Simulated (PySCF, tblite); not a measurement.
# C₅H₈F₂SSi: geometry, infrared bands and NMR shifts

Aim: predict the infrared bands and NMR shifts of C₅H₈F₂SSi (`F[C@@H]1C[C@]1(F)[C@@H]1C[SiH2]S1`).

The runs use tblite 0.8.0 and PySCF 2.14.0, with density-fitted response routines of our own; the level of theory stands in each step. All values are computed, except where a source is named. Atoms count from 0, in the outputs and in this text.

**1. The molecule as given**

17 atoms, charge 0, multiplicity 1; geometry from: force field or distance geometry start.

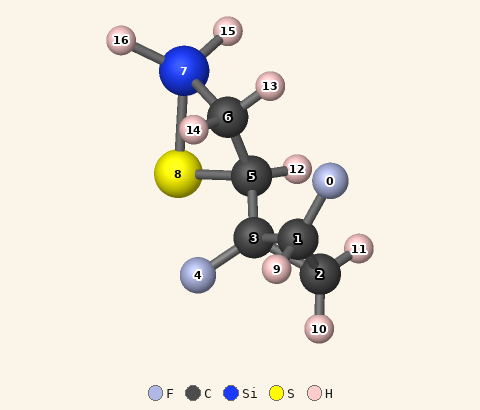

The starting geometry (fluorine light blue, carbon dark grey, silicon blue, sulfur yellow, hydrogen pink), atoms numbered; sticks join atoms by distance.

**2. Relaxing the molecule with GFN2-xTB**

What the job is given:

```
{"job": {"kind": "relax", "xc": "GFN2-xTB", "basis": "xTB"}, "charge": 0, "multiplicity": 1}
F     -1.472800    -0.824400     1.738300
C     -1.886400     0.218700     0.885500
C     -2.300800    -0.089900    -0.506600
C     -0.986100     0.644600    -0.249300
F     -0.928500     1.966500    -0.586000
C      0.263300    -0.152500    -0.557300
C      1.210100    -0.172900     0.609500
Si     2.843200    -0.248200    -0.297700
S      1.468700     0.783600    -1.573700
H     -2.369500     1.088600     1.421100
H     -3.113000     0.472200    -1.004800
H     -2.156800    -1.140900    -0.832700
H      0.040400    -1.130100    -1.028500
H      1.104800    -1.124600     1.185600
H      1.142800     0.723300     1.263900
H      3.218700    -1.585800    -0.728000
H      3.914800     0.583600     0.250800
```

Launch:

```
$ OMP_NUM_THREADS=1 python probes_run.py task.json out
```

One launch serves the whole session: the jobs run in the order shown.

Standard output:

```text
step      E/eV     max force
  0    -794.03020    3.373
  1    -794.35815    1.312
  2    -794.53410    1.299
  3    -794.62730    0.666
  4    -794.66901    0.435
  5    -794.68982    0.338
  6    -794.70561    0.244
  7    -794.71464    0.228
  8    -794.72192    0.209
  9    -794.72797    0.171
 10    -794.73329    0.177
 11    -794.73751    0.173
 12    -794.74074    0.147
 13    -794.74332    0.125
 14    -794.74568    0.119
 15    -794.74832    0.128
 16    -794.75147    0.144
 17    -794.75500    0.146
 18    -794.75873    0.177
 19    -794.76263    0.182
 20    -794.76708    0.165
 21    -794.77258    0.187
 22    -794.77907    0.213
 23    -794.78644    0.280
 24    -794.79525    0.301
 25    -794.80556    0.380
 26    -794.81651    0.363
 27    -794.82776    0.304
 28    -794.83930    0.295
 29    -794.85163    0.377
 30    -794.86654    0.555
 31    -794.88320    0.545
 32    -794.89516    0.311
 33    -794.85533    0.827
 34    -794.90611    0.216
 35    -794.90916    0.205
 36    -794.91696    0.162
 37    -794.91959    0.145
 38    -794.92541    0.167
 39    -794.92960    0.140
 40    -794.93377    0.127
 41    -794.93639    0.136
 42    -794.93868    0.105
 43    -794.94082    0.113
 44    -794.94354    0.104
 45    -794.94553    0.136
 46    -794.94805    0.136
 47    -794.94971    0.111
 48    -794.95105    0.109
 49    -794.95220    0.094
 50    -794.95350    0.091
 51    -794.95492    0.116
 52    -794.95647    0.108
 53    -794.95819    0.133
 54    -794.96019    0.106
 55    -794.96185    0.108
 56    -794.96349    0.112
 57    -794.96509    0.096
 58    -794.96685    0.113
 59    -794.96862    0.105
 60    -794.97065    0.155
 61    -794.97263    0.141
 62    -794.97519    0.107
 63    -794.97679    0.094
 64    -794.97837    0.079
 65    -794.97927    0.077
 66    -794.97999    0.068
 67    -794.98070    0.068
 68    -794.98149    0.072
 69    -794.98211    0.061
 70    -794.98256    0.042
 71    -794.98280    0.029
 72    -794.98297    0.029
 73    -794.98313    0.039
 74    -794.98337    0.044
 75    -794.98363    0.040
 76    -794.98387    0.045
 77    -794.98402    0.031
 78    -794.98410    0.019
 79    -794.98416    0.016
 80    -794.98420    0.016
 81    -794.98424    0.014
 82    -794.98426    0.012
 83    -794.98429    0.012
 84    -794.98431    0.012
 85    -794.98433    0.012
 86    -794.98435    0.010
 87    -794.98437    0.010
 88    -794.98439    0.012
 89    -794.98441    0.019
 90    -794.98445    0.022
 91    -794.98449    0.019
 92    -794.98453    0.016
 93    -794.98458    0.018
 94    -794.98462    0.015
 95    -794.98467    0.014
 96    -794.98474    0.017
 97    -794.98481    0.026
 98    -794.98490    0.030
 99    -794.98500    0.024
100    -794.98513    0.025
101    -794.98527    0.024
102    -794.98543    0.034
103    -794.98556    0.032
104    -794.98565    0.019
105    -794.98574    0.020
106    -794.98583    0.022
107    -794.98592    0.026
108    -794.98601    0.019
109    -794.98607    0.019
110    -794.98612    0.014
111    -794.98616    0.014
112    -794.98620    0.019
113    -794.98626    0.029
114    -794.98633    0.032
115    -794.98639    0.020
116    -794.98641    0.011
117    -794.98642    0.009
```

Run time: 1.8 s. Hardware: 1 thread of Arm Neoverse N1, shared host; peak memory 0.18 GiB.

Step by step: (not every step is listed)

```csv
step,energy from step 0 (eV),largest force (eV/Å)
0,0.0000,3.3730
1,-0.3279,1.3115
2,-0.5039,1.2986
3,-0.5971,0.6658
4,-0.6388,0.4346
5,-0.6596,0.3376
6,-0.6754,0.2445
7,-0.6844,0.2282
8,-0.6917,0.2093
18,-0.7285,0.1773
28,-0.8091,0.2950
38,-0.8952,0.1669
48,-0.9208,0.1091
58,-0.9366,0.1130
68,-0.9513,0.0722
78,-0.9539,0.0193
88,-0.9542,0.0119
98,-0.9547,0.0297
108,-0.9558,0.0192
112,-0.9560,0.0187
113,-0.9561,0.0292
114,-0.9561,0.0322
115,-0.9562,0.0202
116,-0.9562,0.0110
117,-0.9562,0.0094
```

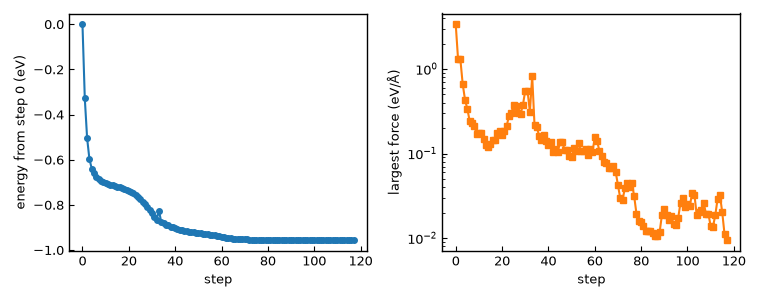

Energy and force, step by step.

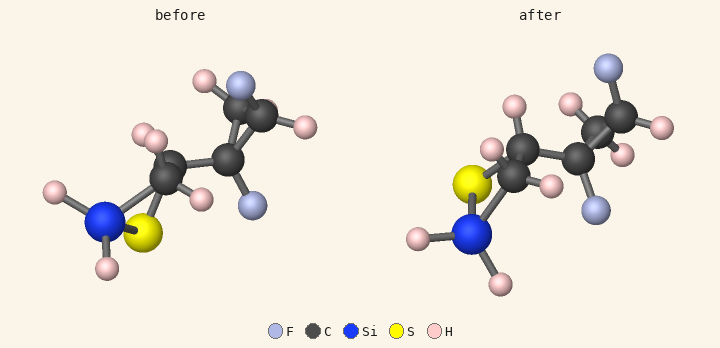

Before and after, at one scale.

Close pairs (by a distance rule), those that changed most:

```csv
bond,before (Å),after (Å),change (Å)
F0–C1,1.409,1.361,-0.049
C1–H9,1.130,1.083,-0.048
C6–Si7,1.870,1.904,+0.035
C5–C6,1.503,1.535,+0.032
C2–H11,1.110,1.079,-0.031
C6–H13,1.117,1.089,-0.029
C2–H10,1.106,1.078,-0.028
C2–C3,1.528,1.502,-0.026
```

The end geometry stands in the next job.

**3. Infrared spectrum with GFN2-xTB**

What the job is given:

```
{"job": {"kind": "ir", "xc": "GFN2-xTB", "basis": "xTB"}, "charge": 0, "multiplicity": 1}
F     -2.313993    -0.965821     1.299561
C     -2.066152     0.245698     0.731670
C     -2.099428     0.357296    -0.762477
C     -0.788047     0.424052    -0.034202
F     -0.228103     1.674141     0.075181
C      0.237811    -0.665789    -0.140902
C      1.428877    -0.457405     0.804949
Si     2.650112     0.122362    -0.536392
S      1.063012    -0.614827    -1.800457
H     -2.439783     1.046662     1.356739
H     -2.492560     1.265746    -1.189761
H     -2.292017    -0.536320    -1.334868
H     -0.262071    -1.628055    -0.027624
H      1.715278    -1.398676     1.271165
H      1.199921     0.248076     1.601483
H      3.863002    -0.667974    -0.679826
H      2.817142     1.562864    -0.644149
```

Standard output:

```text
mode    cm-1     km/mol
  1      44.1      3.12
  2      50.6      2.78
  3     126.1      7.08
  4     177.0      0.87
  5     219.3      4.56
  6     261.1      7.18
  7     364.5      3.44
  8     399.4      6.06
  9     440.2      3.24
 10     445.9      4.40
 11     477.3     19.60
 12     494.7     69.48
 13     520.0     18.48
 14     548.6      3.13
 15     618.0    244.26
 16     691.3      9.54
 17     732.7     74.67
 18     757.5    204.88
 19     772.3     51.18
 20     809.3     76.91
 21     836.8     16.23
 22     893.9     12.15
 23     942.9     23.08
 24    1020.1      2.11
 25    1028.7      4.20
 26    1045.6      4.12
 27    1074.3      2.09
 28    1094.1      4.51
 29    1139.6     56.46
 30    1142.0     22.89
 31    1204.8     59.29
 32    1215.7      3.88
 33    1249.4     20.66
 34    1284.8     12.89
 35    1371.0      4.41
 36    1443.4     30.67
 37    1463.8      2.07
 38    2333.1    335.64
 39    2342.7    152.00
 40    2978.9      6.42
 41    2999.6     25.64
 42    3008.0      5.77
 43    3056.5     10.67
 44    3103.7      1.24
 45    3126.4      3.99
```

Run time: 1.3 s. Hardware: 1 thread of Arm Neoverse N1, shared host; peak memory 0.18 GiB.

The strongest bands and the atoms that carry them (share of the mass-weighted mode):

| cm⁻¹ | km/mol | atoms |
| --- | --- | --- |
| 495 | 69.5 | Si7 28 %, S8 26 %, H15 13 % |
| 618 | 244.3 | H16 46 %, H15 42 % |
| 733 | 74.7 | H15 28 %, H16 18 %, C5 16 %, C6 11 % |
| 758 | 204.9 | H16 27 %, H15 18 %, Si7 16 %, C5 14 % |
| 809 | 76.9 | C5 27 %, H14 19 %, C6 12 %, F4 10 % |
| 1205 | 59.3 | H9 30 %, C3 21 %, H14 15 %, C5 11 % |
| 2333 | 335.6 | H15 85 %, H16 11 % |
| 2343 | 152.0 | H16 85 %, H15 12 % |

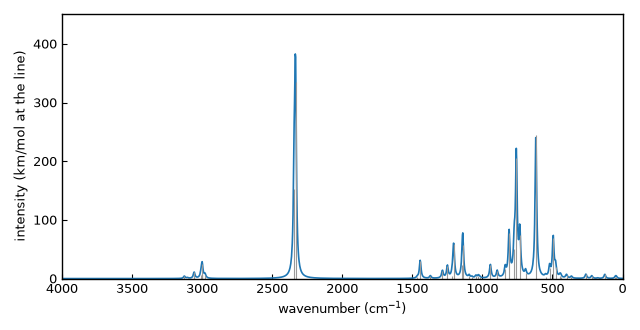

The infrared spectrum from these modes, unscaled. Lines are broadened to a width of 14 cm⁻¹ (Lorentzian).

**4. NMR shieldings: PBE0/pcSseg-1**

The job, as its differences from that of step 3:

```diff
@@ -1,2 +1,2 @@
-{"job": {"kind": "ir", "xc": "GFN2-xTB", "basis": "xTB"}, "charge": 0, "multiplicity": 1}
+{"job": {"kind": "nmr", "xc": "PBE0", "basis": "pcSseg-1"}, "charge": 0, "multiplicity": 1}
 F     -2.313993    -0.965821     1.299561
```

Method: GIAO PBE0/pcSseg-1 NMR shielding, non-relativistic, gas phase.

Standard output:

```text
coarse grid: 15816 points
cycle   1  E = -1081.7835284777  dE =  1.333e+00  |g| = 6.620e-01  |ddm| = 3.883e+00
cycle   2  E = -1081.7244766123  dE =  5.905e-02  |g| = 9.189e-01  |ddm| = 1.304e+00
cycle   3  E = -1081.8655653876  dE = -1.411e-01  |g| = 8.284e-02  |ddm| = 7.598e-01
cycle   4  E = -1081.8666793139  dE = -1.114e-03  |g| = 3.924e-02  |ddm| = 1.055e-01
cycle   5  E = -1081.8670398562  dE = -3.605e-04  |g| = 6.908e-03  |ddm| = 4.633e-02
cycle   6  E = -1081.8670493070  dE = -9.451e-06  |g| = 3.423e-03  |ddm| = 1.102e-02
cycle   7  E = -1081.8670519337  dE = -2.627e-06  |g| = 6.019e-04  |ddm| = 3.852e-03
final grid: 145896 points
cycle   8  E = -1081.9356083512  dE = -4.879e-05  |g| = 9.605e-03  |ddm| = 3.695e-02
cycle   9  E = -1081.9355858550  dE =  2.250e-05  |g| = 1.421e-02  |ddm| = 2.306e-02
cycle  10  E = -1081.9356293294  dE = -4.347e-05  |g| = 1.179e-03  |ddm| = 1.443e-02
cycle  11  E = -1081.9356295896  dE = -2.601e-07  |g| = 2.964e-04  |ddm| = 1.333e-03
cycle  12  E = -1081.9356296076  dE = -1.800e-08  |g| = 8.770e-05  |ddm| = 3.413e-04
cycle  13  E = -1081.9356296090  dE = -1.402e-09  |g| = 3.004e-05  |ddm| = 1.006e-04
cycle  14  E = -1081.9356296092  dE = -1.755e-10  |g| = 4.551e-06  |ddm| = 3.716e-05
converged SCF energy = -1081.9356296092

GIAO shielding tensors (ppm)
atom      isotropic    diamagn.    paramagn.     s11        s22        s33       span
  0 F      410.939     472.921     -61.982    378.840    405.250    448.727     69.887
  1 C      105.801     248.621    -142.819     58.003     82.536    176.864    118.861
  2 C      164.580     257.142     -92.563    142.238    156.078    195.424     53.186
  3 C       99.781     241.302    -141.521     64.186     72.842    162.317     98.130
  4 F      392.816     476.831     -84.015    347.687    395.505    435.256     87.568
  5 C      137.652     248.912    -111.259    117.749    139.528    155.680     37.931
  6 C      168.371     250.723     -82.352    135.847    172.488    196.779     60.932
  7 Si     369.894     879.303    -509.409    326.581    383.638    399.464     72.883
  8 S      613.806    1058.229    -444.423    335.502    578.523    927.392    591.890
  9 H       26.634      30.341      -3.707     22.052     27.214     30.637      8.586
 10 H       30.270      30.462      -0.192     25.866     26.583     38.363     12.497
 11 H       30.686      31.507      -0.820     25.798     28.743     37.518     11.720
 12 H       27.984      32.591      -4.608     23.125     28.465     32.361      9.235
 13 H       29.065      30.256      -1.191     25.722     26.593     34.880      9.158
 14 H       29.666      30.844      -1.178     24.748     28.160     36.091     11.343
 15 H       26.401      28.378      -1.977     22.591     24.159     32.451      9.860
 16 H       26.093      28.755      -2.661     22.477     24.721     31.083      8.606
```

Wall time 73 s (1 thread of Arm Neoverse N1, shared host); peak memory 0.93 GiB.

The references, computed at this level on geometries of the same kind, shield at (ppm): 1H TMS 31.72, 13C TMS 186.9, 29Si TMS 349.2, 19F CFCl3 170.9, 33S CS2 504. Their shielding less the atom's gives the shift. The references are single molecules in the gas phase, so shifts against H2O, NH3, PH3, H3PO4 or CFCl3 are not on the usual liquid scales and can be off by tens of ppm.

| atoms | environment | σ (ppm) | δ (ppm) | δ scaled to CDCl3 |
| --- | --- | --- | --- | --- |
| C3 | three-membered-ring carbon bearing a halogen | 99.8 | 87.1 | 83.1 |
| C1 | three-membered-ring carbon bearing a halogen | 105.8 | 81.1 | 77.3 |
| C5 | sp3 CH bonded to S | 137.7 | 49.3 | 41.8 |
| C2 | three-membered-ring carbon | 164.6 | 22.3 | 19.9 |
| C6 | sp3 CH2 bonded to Si | 168.4 | 18.6 | 16.2 |
| H16 | hydrogen on a silicon bonded to C, S, in a 4-membered ring | 26.09 | 5.62 | – |
| H15 | hydrogen on a silicon bonded to C, S, in a 4-membered ring | 26.40 | 5.32 | – |
| H9 | hydrogen on a three-membered-ring carbon bearing a halogen | 26.63 | 5.08 | 4.90 |
| H12 | hydrogen on an sp3 CH bonded to S | 27.98 | 3.73 | 3.63 |
| H13 | hydrogen on an sp3 CH2 bonded to Si | 29.06 | 2.65 | 2.61 |
| H14 | hydrogen on an sp3 CH2 bonded to Si | 29.67 | 2.05 | 2.04 |
| H10 | hydrogen on a three-membered-ring carbon | 30.27 | 1.45 | 1.47 |
| H11 | hydrogen on a three-membered-ring carbon | 30.69 | 1.03 | 1.08 |
| F4 | fluorine on an sp3 carbon | 392.8 | -221.9 | – |
| F0 | fluorine on an sp3 carbon | 410.9 | -240.0 | – |
| Si7 | silicon bonded to C, S, 2 H, in a 4-membered ring | 369.9 | -20.7 | – |
| S8 | sulfur bonded to C, Si, in a 4-membered ring | 614 | -110 | – |

The scaled column applies a straight-line fit of computed shieldings to shifts measured in CDCl3, with any fitted terms for Cl, Br or S neighbours, and one for carbons that bear F (root-mean-square error 0.16 ppm for H, 1.9 ppm for C).

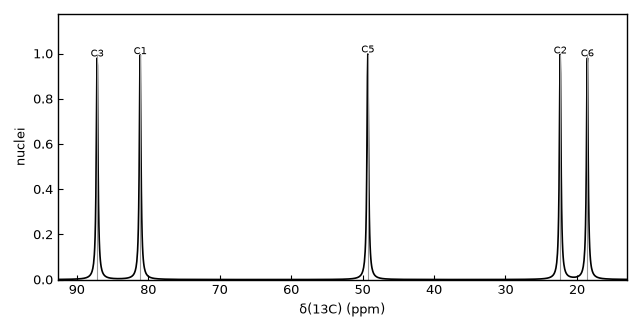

13C lines at the computed shifts, without couplings. Lines are broadened to a width of 0.27 ppm (Lorentzian).

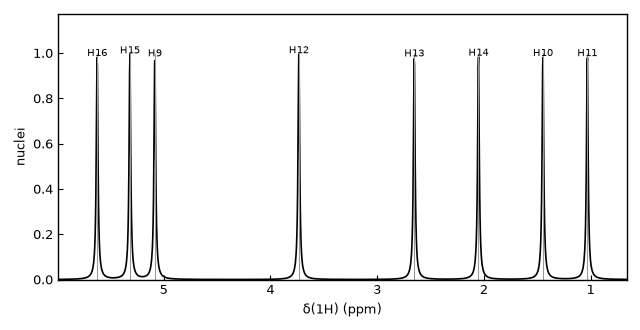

1H lines at the computed shifts, without couplings. Lines are broadened to a width of 0.02 ppm (Lorentzian).

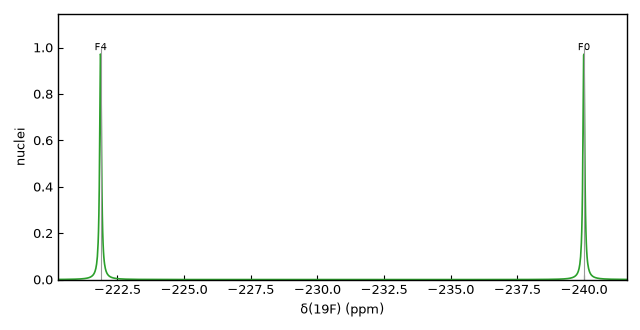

19F lines at the computed shifts, without couplings. Lines are broadened to a width of 0.08 ppm (Lorentzian).

The run also stored atomic charges by several schemes (e):

```
atoms  Mulliken    IAO  Hirshfeld  ESP fit
   F0     -0.30  -0.30      -0.10    -0.23
   C1      0.21   0.14       0.04     0.17
   C2     -0.17  -0.33      -0.10    -0.57
   C3      0.18   0.27       0.07     0.34
   F4     -0.30  -0.31      -0.09    -0.22
   C5     -0.38  -0.17      -0.03    -0.19
   C6     -0.42  -0.54      -0.17    -0.66
  Si7      0.62   0.72       0.34     0.72
   S8     -0.22  -0.23      -0.13    -0.32
```

Hirshfeld charges:

F0 -0.10; C1 0.04; C2 -0.10; C3 0.07; F4 -0.09; C5 -0.03; C6 -0.17; Si7 0.34; S8 -0.13; H9 0.06; H10 0.06; H11 0.06; H12 0.04; H13 0.05; H14 0.04; H15 -0.07; H16 -0.07

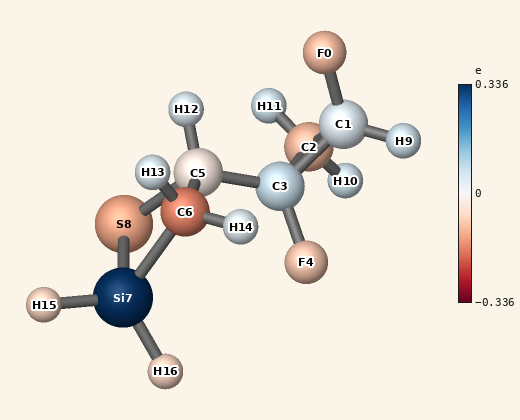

Hirshfeld charges, as colours on the atoms.

Mayer bond orders: F0–C1 0.92, C1–C2 0.95, C2–C3 0.92, C3–F4 0.89, C3–C5 0.87, C5–C6 0.96, C6–Si7 0.92, Si7–S8 0.97, C3–C1 0.91, S8–C5 1.04.

Ring of atoms C1, C2, C3: NICS(0) -34.0, NICS(1) -7.7, NICS(1)zz -15.2 ppm (means of both faces).

In rings of three or four atoms NICS is ruled by the nearby σ bonds, so it says little on aromaticity.

Ring of atoms C5, C6, Si7, S8: NICS(0) -1.1, NICS(1) -0.1, NICS(1)zz 6.9 ppm (means of both faces).

**5. Outcome**

```
                                 quantity                                               value
strongest single infrared mode (GFN2-xTB)                               2333 cm⁻¹, 336 km/mol
             zero-point energy (GFN2-xTB)                                       73.4 kcal/mol
   13C shifts against TMS (PBE0/pcSseg-1)                    87.1, 81.1, 49.3, 22.3, 18.6 ppm
    1H shifts against TMS (PBE0/pcSseg-1)  5.62, 5.32, 5.08, 3.73, 2.65, 2.05, 1.45, 1.03 ppm
 19F shifts against CFCl3 (PBE0/pcSseg-1)                                  -221.9, -240.0 ppm
  29Si shifts against TMS (PBE0/pcSseg-1)                                           -20.7 ppm
   33S shifts against CS2 (PBE0/pcSseg-1)                                            -110 ppm
```

In words: The optimisation took 117 steps and gained 0.956 eV; among the close pairs (by a distance rule), F0–C1 changed most, from 1.409 to 1.361 Å. No mode is imaginary among the 45: a minimum at this level. The strongest single mode, at 2333 cm⁻¹, moves mainly H15. GFN2-xTB is a fitted tight-binding method: band positions and strengths are rough. Its intensities can rank the bands wrongly. At PBE0/pcSseg-1: The largest span, 592 ppm, is at S8, where the paramagnetic term is -444 ppm.
